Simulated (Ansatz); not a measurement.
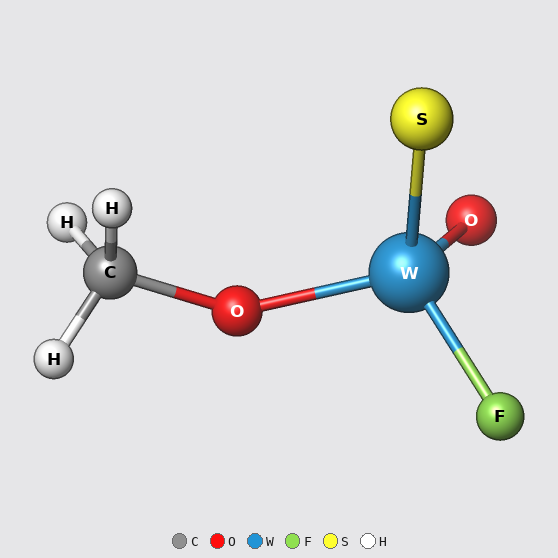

Rendered structure (ball-and-stick style).

Charge 0, singlet. The geometry was computed by an optimisation with PBE0-D4/def2-TZVP.

**What is the molecular formula?**

CH₃FO₂SW, 9 atoms: 1 carbon, 3 hydrogen, 1 fluorine, 2 oxygen, 1 sulfur and 1 tungsten.

**How many bonds of each kind are drawn?**

3 C–H, 2 O–W, 1 C–O, 1 F–W, 1 S–W.

**Give a SMILES string for it.**

C[O][W@](=[O])([F])=[S]

The parts below concern this one geometry. Atoms keep their numbers from picture to picture.

**Geometry**

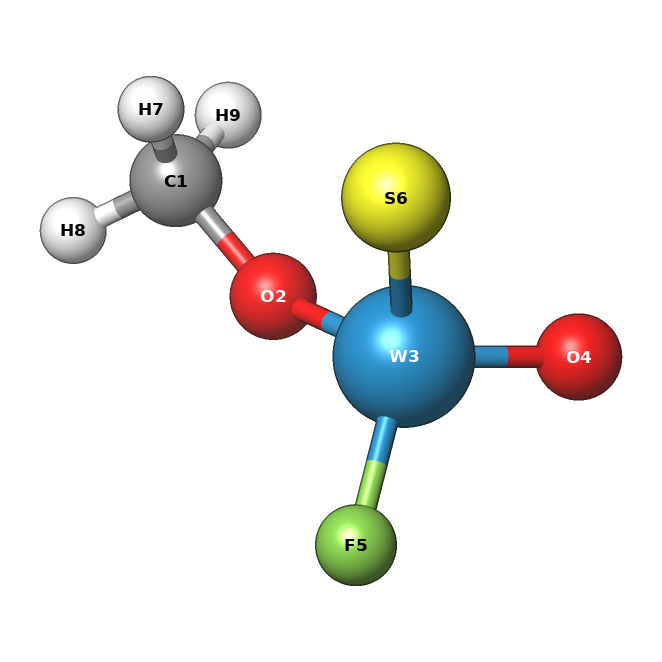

Atoms carry their numbers in the input.

Give the bond lengths.

```
 bond  length (Å)
C1–O2       1.410
C1–H7       1.092
C1–H8       1.091
C1–H9       1.091
O2–W3       1.836
W3–O4       1.697
W3–F5       1.857
W3–S6       2.131
```

**Vibrations**

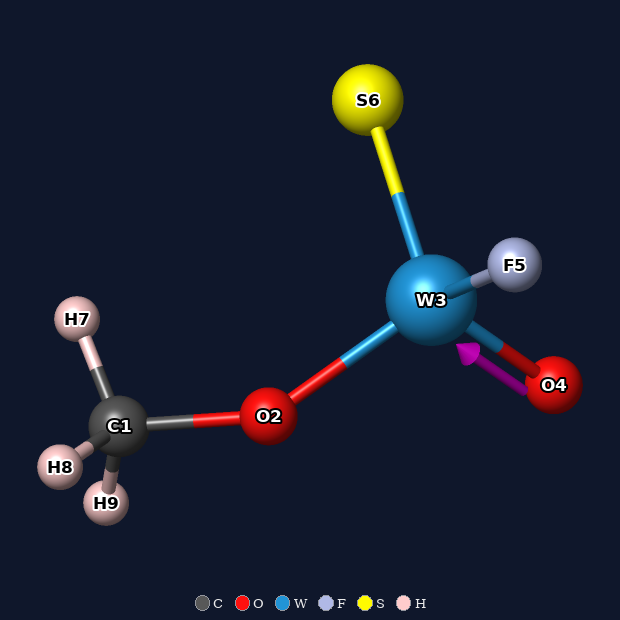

The arrows show one normal mode. Harmonic vibrations computed with RKS PBE0-D4/def2-TZVP, core potentials on W (Ansatz 0.2.0) at a stationary point of the same level.

**Describe the motion.**

Mostly W–O stretching.

**Estimate its harmonic wavenumber.**

1036 cm⁻¹; it is mode 12 of 21 counted from the lowest.

**Levels of theory compared**

Program: Ansatz 0.2.0.

Compare vertical IP (eV), dipole (D), HOMO–LUMO gap (eV) at these levels: B3LYP-D4/def2-TZVPP; PBE-D4/def2-TZVPP; r2SCAN-D4/def2-TZVPP; ωB97M-V/def2-TZVPP.

```
               level  vertical IP (eV)  dipole (D)  HOMO–LUMO gap (eV)
 B3LYP-D4/def2-TZVPP              9.85        3.91                5.00
   PBE-D4/def2-TZVPP              9.65        3.84                3.47
r2SCAN-D4/def2-TZVPP              9.73        3.94                3.81
  ωB97M-V/def2-TZVPP              9.87        3.87                9.60
```

**Charges**

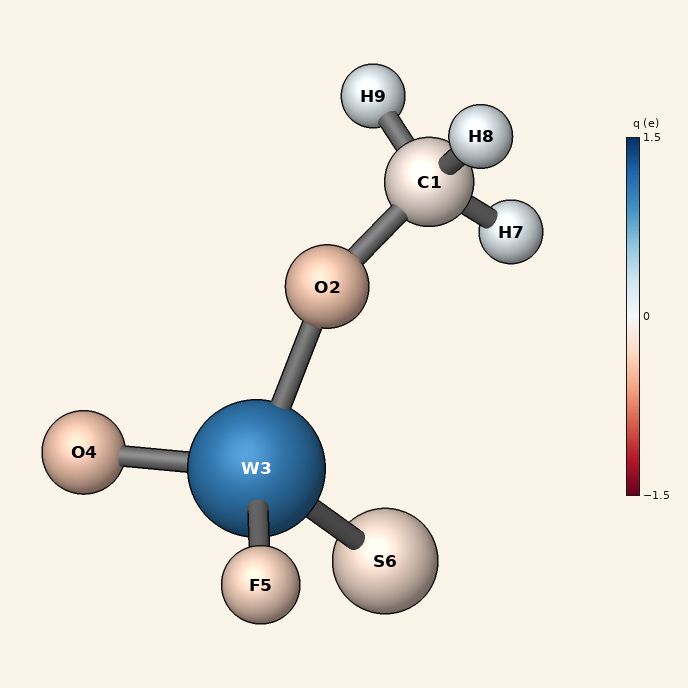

Atoms are coloured by their Mulliken charges. Level of theory: RKS ωB97M-V/def2-TZVPP, core potentials on W (Ansatz 0.2.0).

**Which atom carries the highest charge (most positive or least negative)?**

W3 (1.05 e).

**And the lowest?**

O2, O4 (−0.38 e).

Give the Mulliken charges atom by atom.

```csv
atom,value (e)
C1,−0.15
O2,−0.38
W3,1.05
O4,−0.38
F5,−0.31
S6,−0.23
H7,0.13
H8,0.14
H9,0.14
```

Mulliken values depend strongly on the basis set and can even reverse the polarity of a bond.
